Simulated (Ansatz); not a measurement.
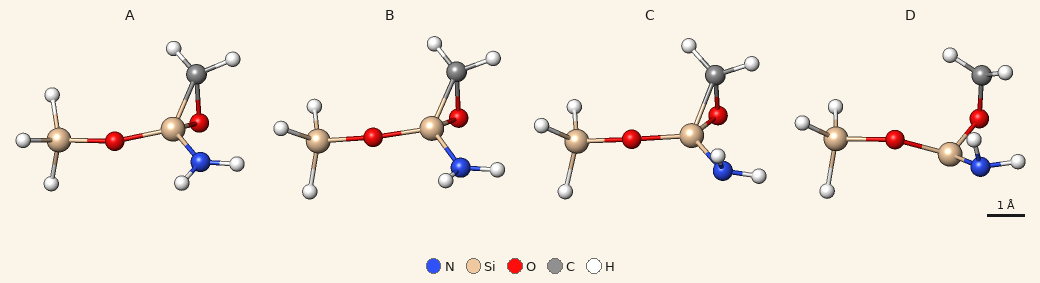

4 geometries from one relaxation of CH7NO2Si2, in shuffled order. Style: ball-and-stick. Shown at a tilt.

The run prepares an end point of a later path (inversion) calculation, from a guessed geometry.

Level of theory: Ansatz 0.2.0, RHF/def2-SVP. Settings: no spin polarisation; force threshold 0.015 eV/Å; at most 40 steps.

> Order the frames from highest to lowest energy.

D, C, B, A. They are steps 0, 4, 8, 24, at +5.237 eV, +0.655 eV, +0.027 eV relative to the last. After 22 accepted moves (24 points after the start) the energy has fallen by 5.237 eV. The largest force component goes from 4.9 to 0.0087 eV/Å. The line search rejected the trial steps at points 17, 20 of the run. The forces were under the threshold at step 13, but the run went on from there. The atom that moves furthest after the best rigid fit is an H atom (1.24 Å). By element the largest moves are H 1.24 Å, Si 0.81 Å, N 0.29 Å, C 0.16 Å, O 0.13 Å. Near-neighbour distances that change, for instance: C–Si 2.328 → 1.800 Å, C–O 1.367 → 1.487 Å, O–Si 1.726 → 1.650 Å, H–Si 1.403 → 1.477 Å. New bonds form: C–Si (2.33 → 1.80 Å). Among the angles between lasting bonds that change: Si–O–C 103.9° → 70.3°, Si–N–H 108.7° → 123.6°, H–N–H 100.7° → 113.7°. Groups turn about O–Si by about 30°. The run took 45 s on 2 threads of Intel(R) Xeon(R) Platinum 8488C (Sapphire Rapids), on a shared host, peak memory 0.31 GiB.
